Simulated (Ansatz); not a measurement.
Geometry relaxation, with input and output: C$_{2}$H$_{9}$BOSn (part 1 of 2)

- system: C$_{2}$H$_{9}$BOSn
- method: RKS PBE0-D4/def2-SVP (Ansatz 0.2.0)

It belongs to a series of runs on one base structure; here: end point B relaxed. Figures and captions count atoms from 1; the log counts them from 0 in places.

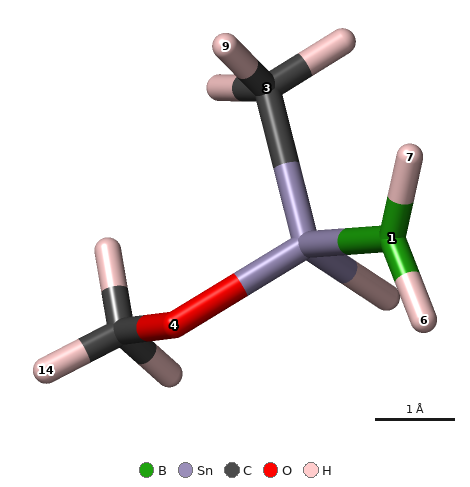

**Figure 1.** The input geometry (stick view, seen at a tilt; atoms are numbered from 1 in the order of the input). Sticks mark near contacts. Bond lengths as drawn: B–H 1.20 to 1.24 Å, B–Sn 2.16 Å, C–H 1.06 to 1.15 Å, C–O 1.38 Å, C–Sn 2.12 Å, H–Sn 1.72 Å and O–Sn 1.96 Å.

**Input**
```yaml
crystal:
  periodic: [false, false, false]
  atoms:
    - { symbol: B, position_ang: [-1.1472, 1.7277, 0.7868] }
    - { symbol: Sn, position_ang: [-0.4117, -0.3004, 0.8787] }
    - { symbol: C, position_ang: [1.7023, -0.2399, 0.8446] }
    - { symbol: O, position_ang: [-1.011, -1.3519, -0.6678] }
    - { symbol: C, position_ang: [-0.57332, -2.65755, -0.58607] }
    - { symbol: H, position_ang: [-2.3616, 1.9773, 0.7784] }
    - { symbol: H, position_ang: [-0.4215, 2.6862, 0.7061] }
    - { symbol: H, position_ang: [-0.9068, -1.0244, 2.3633] }
    - { symbol: H, position_ang: [2.0859, 0.3275, 0.003] }
    - { symbol: H, position_ang: [2.1334, -1.2759, 0.8567] }
    - { symbol: H, position_ang: [2.089, 0.2734, 1.7924] }
    - { symbol: H, position_ang: [0.53773, -2.6885, -0.46256] }
    - { symbol: H, position_ang: [-1.01061, -3.10712, 0.26607] }
    - { symbol: H, position_ang: [-0.8461, -3.19103, -1.48725] }
basis:
  gaussian: { orbitals: def2-SVP }
hamiltonian:
  xc: pbe0
  dispersion: d4
relax:
  f_tol: 0.015
  max_steps: 40
```

Command:
```bash
ansatz run input.yaml --threads 2 --pin off --max-ram 3072MiB --backend cpu --events-out ev --progress --plain --runs-dir out
```

**Log**
```
The last accepted step is kept in [file] (removed where the run ends without a failure and the disk answers)
Engine: ansatz 0.2.0, aarch64-unknown-linux-gnu
Functional definition: PBE0
  parameter a = 0.25
  parameter kappa = 0.804
  parameter beta = 0.06672455060314922
  exchange = (1 - a)*pbe_x(kappa = kappa, mu = beta*pi^2/3) + a*exact_x
  correlation = pbe_c(beta = beta)
1496 factors; integrals over basis functions are off by at most 3.7e-4 eV
mean field evaluation 1: about -10755.5278 eV, gradient 6.0e1 eV
mean field evaluation 2: about -10737.3891 eV, gradient 1.1e2 eV
mean field evaluation 4: about -10763.8433 eV, gradient 5.9e0 eV
mean field evaluation 8: about -10763.9693 eV, gradient 4.4e-1 eV
mean field evaluation 16: about -10763.9699 eV, gradient 4.3e-5 eV
mean field -10763.96989284 eV, -395.5685974809 hartree, gradient 4.2e-5 eV, S^2 0.000000; 0 other end points of the search recorded, 0 dependent functions left out
the calculation of the forces begins
reference -10763.96992712 eV, -395.5685987408 hartree; 28, 28 occupied and 99, 99 virtual orbitals, 1496 factors
relax step   1: F+E_penalty+E_count = -10764.21253848 eV  Δ(F+E_penalty+E_count) = +0.000e0 eV  max|allowed force component| = 1.604e0 eV/Å  Δτ_max = 0.0000 Å  (28 SCF iters, accepted)
these checks for a lower state are left out or cut short: starts, cluster_reference, orbital_swaps, neighbouring_geometries, increment
1496 factors; integrals over basis functions are off by at most 3.6e-4 eV
mean field -10764.27641777 eV, -395.5798620643 hartree, gradient 1.5e-5 eV, S^2 0.000000; 0 other end points of the search recorded, 0 dependent functions left out
[... from here on the field's lines of each further geometry are left out, up to the last ...]
relax step   2: F+E_penalty+E_count = -10764.51170607 eV  Δ(F+E_penalty+E_count) = -2.992e-1 eV  max|allowed force component| = 6.409e-1 eV/Å  Δτ_max = 0.1987 Å  (30 SCF iters, accepted)
relax step   3: F+E_penalty+E_count = -10764.57542430 eV  Δ(F+E_penalty+E_count) = -6.372e-2 eV  max|allowed force component| = 3.206e-1 eV/Å  Δτ_max = 0.0938 Å  (31 SCF iters, accepted)
relax step   4: F+E_penalty+E_count = -10764.58769872 eV  Δ(F+E_penalty+E_count) = -1.227e-2 eV  max|allowed force component| = 1.835e-1 eV/Å  Δτ_max = 0.0455 Å  (32 SCF iters, accepted)
relax step   5: F+E_penalty+E_count = -10764.59821695 eV  Δ(F+E_penalty+E_count) = -1.052e-2 eV  max|allowed force component| = 1.343e-1 eV/Å  Δτ_max = 0.0902 Å  (30 SCF iters, accepted)
relax step   6: F+E_penalty+E_count = -10764.61003332 eV  Δ(F+E_penalty+E_count) = -1.182e-2 eV  max|allowed force component| = 5.115e-2 eV/Å  Δτ_max = 0.1999 Å  (29 SCF iters, accepted)
relax step   7: F+E_penalty+E_count = -10764.61971463 eV  Δ(F+E_penalty+E_count) = -9.681e-3 eV  max|allowed force component| = 6.173e-2 eV/Å  Δτ_max = 0.2000 Å  (30 SCF iters, accepted)
relax step   8: F+E_penalty+E_count = -10764.61510635 eV  Δ(F+E_penalty+E_count) = +4.608e-3 eV  max|allowed force component| = 4.400e-1 eV/Å  Δτ_max = 0.1950 Å  (30 SCF iters, rejected (line search))
relax step   9: F+E_penalty+E_count = -10764.62173267 eV  Δ(F+E_penalty+E_count) = -2.018e-3 eV  max|allowed force component| = 1.005e-1 eV/Å  Δτ_max = 0.0975 Å  (30 SCF iters, accepted)
relax step  10: F+E_penalty+E_count = -10764.62861555 eV  Δ(F+E_penalty+E_count) = -6.883e-3 eV  max|allowed force component| = 7.867e-2 eV/Å  Δτ_max = 0.1000 Å  (31 SCF iters, accepted)
relax step  11: F+E_penalty+E_count = -10764.62860609 eV  Δ(F+E_penalty+E_count) = +9.466e-6 eV  max|allowed force component| = 2.526e-1 eV/Å  Δτ_max = 0.1463 Å  (30 SCF iters, rejected (line search))
relax step  12: F+E_penalty+E_count = -10764.63155999 eV  Δ(F+E_penalty+E_count) = -2.944e-3 eV  max|allowed force component| = 4.075e-2 eV/Å  Δτ_max = 0.0732 Å  (31 SCF iters, accepted)
relax step  13: F+E_penalty+E_count = -10764.63327534 eV  Δ(F+E_penalty+E_count) = -1.715e-3 eV  max|allowed force component| = 7.272e-2 eV/Å  Δτ_max = 0.0734 Å  (31 SCF iters, accepted)
relax step  14: F+E_penalty+E_count = -10764.63648521 eV  Δ(F+E_penalty+E_count) = -3.210e-3 eV  max|allowed force component| = 3.792e-2 eV/Å  Δτ_max = 0.1125 Å  (29 SCF iters, accepted)
relax step  15: F+E_penalty+E_count = -10764.63403622 eV  Δ(F+E_penalty+E_count) = +2.449e-3 eV  max|allowed force component| = 2.864e-1 eV/Å  Δτ_max = 0.1684 Å  (31 SCF iters, rejected (line search))
relax step  16: F+E_penalty+E_count = -10764.63712524 eV  Δ(F+E_penalty+E_count) = -6.400e-4 eV  max|allowed force component| = 1.126e-1 eV/Å  Δτ_max = 0.0842 Å  (31 SCF iters, accepted)
relax step  17: F+E_penalty+E_count = -10764.63839310 eV  Δ(F+E_penalty+E_count) = -1.268e-3 eV  max|allowed force component| = 8.406e-2 eV/Å  Δτ_max = 0.0527 Å  (31 SCF iters, accepted)
relax step  18: F+E_penalty+E_count = -10764.63871778 eV  Δ(F+E_penalty+E_count) = -3.247e-4 eV  max|allowed force component| = 6.437e-2 eV/Å  Δτ_max = 0.0155 Å  (25 SCF iters, accepted)
relax step  19: F+E_penalty+E_count = -10764.63925191 eV  Δ(F+E_penalty+E_count) = -5.341e-4 eV  max|allowed force component| = 2.025e-2 eV/Å  Δτ_max = 0.0452 Å  (31 SCF iters, accepted)
relax step  20: F+E_penalty+E_count = -10764.63949888 eV  Δ(F+E_penalty+E_count) = -2.470e-4 eV  max|allowed force component| = 1.538e-2 eV/Å  Δτ_max = 0.0248 Å  (25 SCF iters, accepted)
relax step  21: F+E_penalty+E_count = -10764.63971078 eV  Δ(F+E_penalty+E_count) = -2.119e-4 eV  max|allowed force component| = 4.594e-2 eV/Å  Δτ_max = 0.0498 Å  (31 SCF iters, accepted)
relax step  22: F+E_penalty+E_count = -10764.63980307 eV  Δ(F+E_penalty+E_count) = -9.229e-5 eV  max|allowed force component| = 2.731e-2 eV/Å  Δτ_max = 0.0066 Å  (24 SCF iters, accepted)
the calculation of the forces begins
reference -10764.40591106 eV, -395.5846208551 hartree; 28, 28 occupied and 99, 99 virtual orbitals, 1496 factors
relax step  23: F+E_penalty+E_count = -10764.63991268 eV  Δ(F+E_penalty+E_count) = -1.096e-4 eV  max|allowed force component| = 1.048e-2 eV/Å  Δτ_max = 0.0093 Å  (25 SCF iters, accepted)
```

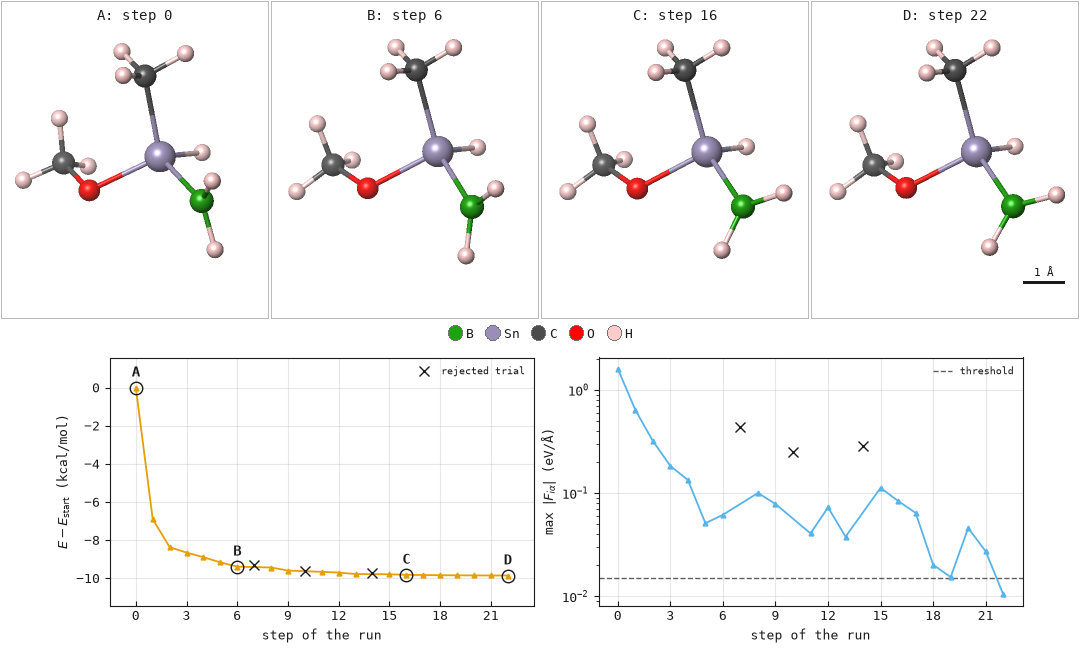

**Figure 2.** Frames of the relaxation (ball-and-stick view, seen at a tilt) above the curves, on which the letters mark them (the first geometry is step 0 here and step 1 in the log).

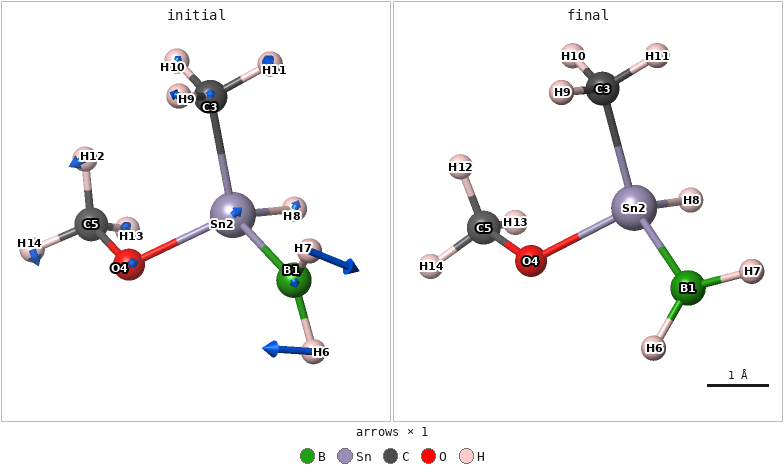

**Figure 3.** Before (left) and after (right) the relaxation, at one scale (ball-and-stick view, seen at a tilt). The blue arrows give the displacements, at true length. H7 moves most after the best rigid fit: 1.04 Å. Largest moves by element: H 1.04 Å, Sn 0.20 Å, O 0.19 Å, B 0.14 Å, C 0.14 Å. Among the contacts that change: B1–Sn2 2.159 → 2.243 Å, C5–H13 1.058 → 1.111 Å, C3–H11 1.145 → 1.099 Å, Sn2–O4 1.964 → 2.005 Å. Among the angles that change: Sn2–O4–C5 111.3° → 120.3°, B1–Sn2–C3 108.2° → 115.2°, O4–Sn2–H8 111.4° → 105.6°. After 22 geometry steps the energy has fallen by 9.86 kcal/mol. The largest force component goes from 1.6 to 0.01 eV/Å. The line search rejected the trial steps at points 7, 10, 14 (counted from 0) and went back. (Atoms are counted from 1 in the order of the input.)

```
1496 factors; integrals over basis functions are off by at most 3.6e-4 eV
mean field -10764.40587692 eV, -395.5846196005 hartree, gradient 1.1e-5 eV, S^2 0.000000; 1 other end points of the search recorded, 0 dependent functions left out
the calculation of the forces begins
reference -10764.40591106 eV, -395.5846208551 hartree; 28, 28 occupied and 99, 99 virtual orbitals, 1496 factors
Total energy: -10764.63994682 eV, -395.5932215105 hartree
Atom 0 at    -1.252101     1.816819     0.749180 Å, force    -0.003387    -0.003494     0.000361 eV/Å
Atom 1 at    -0.306781    -0.198206     1.023355 Å, force    -0.003067    -0.000094    -0.001622 eV/Å
Atom 2 at     1.843025    -0.234429     0.862804 Å, force     0.001716    -0.002793    -0.002319 eV/Å
Atom 3 at    -1.003752    -1.331905    -0.476128 Å, force     0.007899    -0.010476     0.001703 eV/Å
Atom 4 at    -0.643087    -2.671599    -0.570043 Å, force    -0.002520     0.006768     0.000938 eV/Å
Atom 5 at    -1.990377     2.023648    -0.181274 Å, force     0.000112    -0.000943    -0.003785 eV/Å
Atom 6 at    -1.024926     2.713978     1.524810 Å, force     0.002873     0.002572     0.003569 eV/Å
Atom 7 at    -0.772822    -1.011094     2.475453 Å, force     0.001717     0.000474    -0.000410 eV/Å
Atom 8 at     2.153615     0.186239    -0.103606 Å, force    -0.000119     0.000377     0.002049 eV/Å
Atom 9 at     2.202315    -1.270558     0.935464 Å, force    -0.001062     0.001779     0.000064 eV/Å
Atom 10 at     2.291382     0.356127     1.674606 Å, force     0.000697     0.001421     0.001166 eV/Å
Atom 11 at     0.447421    -2.827993    -0.715565 Å, force    -0.006261     0.001954     0.002045 eV/Å
Atom 12 at    -0.938441    -3.272283     0.316900 Å, force     0.002624     0.003442    -0.003617 eV/Å
Atom 13 at    -1.146970    -3.123343    -1.443566 Å, force    -0.001220    -0.000989    -0.000142 eV/Å
Dipole moment:     0.269375     0.186780     0.244858 e Å
```

**Trajectory as extended XYZ (Å, eV, eV/Å), 23 frames, from step=1 to step=23**
```
14
Properties=species:S:1:pos:R:3:forces:R:3 step=1 energy=-10764.21254
B    -1.1472    1.7277    0.7868   -1.5334   1.2715  -0.4097
Sn   -0.4117   -0.3004    0.8787    0.4527   0.2989   0.9543
C     1.7023   -0.2399    0.8446    1.1727  -0.5873   1.6040
O    -1.0110   -1.3519   -0.6678   -0.5566   0.5879  -0.6195
C    -0.5733   -2.6576   -0.5861    1.2863   0.7917  -0.5539
H    -2.3616    1.9773    0.7784    0.6674  -0.1270   0.0538
H    -0.4215    2.6862    0.7061    0.1395   0.0048   0.1231
H    -0.9068   -1.0244    2.3633   -0.0855  -0.2525  -0.0732
H     2.0859    0.3275    0.0030    0.1306   0.1220  -0.4857
H     2.1334   -1.2759    0.8567   -0.1344   0.7118  -0.1577
H     2.0890    0.2734    1.7924   -0.5592  -0.5577  -1.0141
H     0.5377   -2.6885   -0.4626   -0.2133  -0.4099  -0.1730
H    -1.0106   -3.1071    0.2661   -0.6318  -1.3657   1.2880
H    -0.8461   -3.1910   -1.4872   -0.1350  -0.4886  -0.5363
14
Properties=species:S:1:pos:R:3:forces:R:3 step=2 energy=-10764.51171
B    -1.2707    1.8592    0.7035    0.0728   0.0963   0.5619
Sn   -0.3646   -0.2083    0.9521   -0.1484  -0.3950  -0.0420
C     1.7866   -0.2861    0.8699    0.1943   0.2810   0.5799
O    -0.9972   -1.3441   -0.5727    0.0323  -0.1827  -0.2201
C    -0.5742   -2.6799   -0.5792    0.3319   0.6409   0.0351
H    -2.4601    2.1010    0.7523    0.1958  -0.1713  -0.2284
H    -0.5000    2.7956    0.7386   -0.1087  -0.0398  -0.1872
H    -0.9251   -1.1221    2.3303    0.0767   0.2547  -0.0593
H     2.1310    0.2814   -0.0028    0.0708   0.0123  -0.0857
H     2.2399   -1.2940    0.8606   -0.3046   0.1397  -0.0393
H     2.1409    0.2375    1.7861    0.0182  -0.1700  -0.3471
H     0.5355   -2.7845   -0.5114   -0.1853  -0.0359  -0.0445
H    -1.0018   -3.2394    0.2633   -0.1306  -0.3529   0.1856
H    -0.8816   -3.1609   -1.5182   -0.1153  -0.0772  -0.1089
14
Properties=species:S:1:pos:R:3:forces:R:3 step=3 energy=-10764.57542
B    -1.2592    1.8555    0.7590    0.0003   0.0414  -0.0369
Sn   -0.3644   -0.2206    0.9570   -0.0245   0.0455   0.0901
C     1.7914   -0.2466    0.9013    0.1367   0.0023   0.0892
O    -0.9951   -1.3546   -0.5787    0.1285  -0.1373  -0.0179
C    -0.5782   -2.6922   -0.6015    0.0923   0.3206   0.0764
H    -2.4517    2.0665    0.7259    0.1252  -0.0901  -0.0291
H    -0.5088    2.8085    0.7288   -0.0888  -0.0836   0.0167
H    -0.9198   -1.0678    2.3633    0.0331   0.0496  -0.0135
H     2.1479    0.2570   -0.0114   -0.0339  -0.0767   0.0433
H     2.1633   -1.2852    0.9141   -0.0247   0.1396  -0.0241
H     2.2113    0.2867    1.7758   -0.1470  -0.1159  -0.1476
H     0.5287   -2.8113   -0.5631   -0.1095   0.0079  -0.0168
H    -0.9951   -3.2765    0.2431   -0.0172  -0.0997  -0.0260
H    -0.9116   -3.1639   -1.5413   -0.0705  -0.0035  -0.0039
14
Properties=species:S:1:pos:R:3:forces:R:3 step=4 energy=-10764.58770
B    -1.2586    1.8379    0.7504    0.0225   0.0269  -0.0187
Sn   -0.3552   -0.2223    0.9783    0.0053   0.0528   0.0253
C     1.7968   -0.2489    0.9121    0.0619   0.0012  -0.0137
O    -0.9847   -1.3390   -0.5685    0.0865  -0.1531   0.0238
C    -0.5828   -2.6787   -0.6089   -0.0178   0.1835   0.0182
H    -2.4496    2.0298    0.6991    0.0364  -0.0559  -0.0335
H    -0.5199    2.7959    0.7174   -0.0520  -0.0170   0.0121
H    -0.9022   -1.0506    2.3939    0.0075  -0.0001   0.0081
H     2.1505    0.2379   -0.0102   -0.0349  -0.0510   0.0422
H     2.1730   -1.2826    0.9419   -0.0012   0.0511  -0.0068
H     2.2054    0.3008    1.7752   -0.0393  -0.0411  -0.0299
H     0.5212   -2.8121   -0.6021   -0.0511   0.0184  -0.0031
H    -0.9863   -3.2735    0.2379    0.0084  -0.0249  -0.0546
H    -0.9491   -3.1391   -1.5441   -0.0320   0.0091   0.0305
14
Properties=species:S:1:pos:R:3:forces:R:3 step=5 energy=-10764.59822
B    -1.2607    1.8164    0.7288    0.0220   0.0003   0.0207
Sn   -0.3365   -0.2201    1.0199    0.0099   0.0284  -0.0004
C     1.8125   -0.2562    0.9385   -0.0343  -0.0026  -0.1343
O    -0.9844   -1.3184   -0.5306    0.0541  -0.1319   0.0466
C    -0.5933   -2.6549   -0.6218   -0.1052  -0.0202  -0.0643
H    -2.4525    1.9673    0.6341   -0.0168  -0.0269  -0.0389
H    -0.5496    2.7910    0.6938   -0.0139   0.0401   0.0048
H    -0.8736   -1.0334    2.4454   -0.0111  -0.0144   0.0161
H     2.1511    0.2022   -0.0026   -0.0024  -0.0109   0.0360
H     2.1890   -1.2859    0.9884    0.0191  -0.0461   0.0176
H     2.2234    0.3152    1.7803    0.0436   0.0384   0.0696
H     0.5080   -2.7971   -0.6823   -0.0474   0.0345   0.0050
H    -0.9542   -3.2794    0.2271    0.0354   0.0738  -0.0819
H    -1.0208   -3.0912   -1.5467    0.0471   0.0374   0.1034
14
Properties=species:S:1:pos:R:3:forces:R:3 step=6 energy=-10764.61003
B    -1.2615    1.7950    0.7100    0.0077   0.0272  -0.0240
Sn   -0.3158   -0.2162    1.0609   -0.0197   0.0159   0.0107
C     1.8329   -0.2714    0.9515    0.0082  -0.0179  -0.0155
O    -1.0246   -1.3083   -0.4658    0.0035  -0.0427  -0.0127
C    -0.6145   -2.6280   -0.6298    0.0423  -0.0080   0.0372
H    -2.4387    1.8753    0.4571    0.0303   0.0108  -0.0055
H    -0.5982    2.8038    0.7604   -0.0512   0.0123   0.0264
H    -0.8451   -1.0055    2.5040    0.0127  -0.0038   0.0097
H     2.1674    0.1720    0.0030    0.0029  -0.0064   0.0014
H     2.2054   -1.3033    1.0169   -0.0073  -0.0004  -0.0001
H     2.2565    0.3106    1.7835   -0.0038  -0.0050  -0.0027
H     0.4828   -2.7332   -0.7745   -0.0339  -0.0184   0.0011
H    -0.8928   -3.2823    0.2251    0.0144   0.0107  -0.0407
H    -1.0951   -3.0531   -1.5300   -0.0062   0.0256   0.0146
```
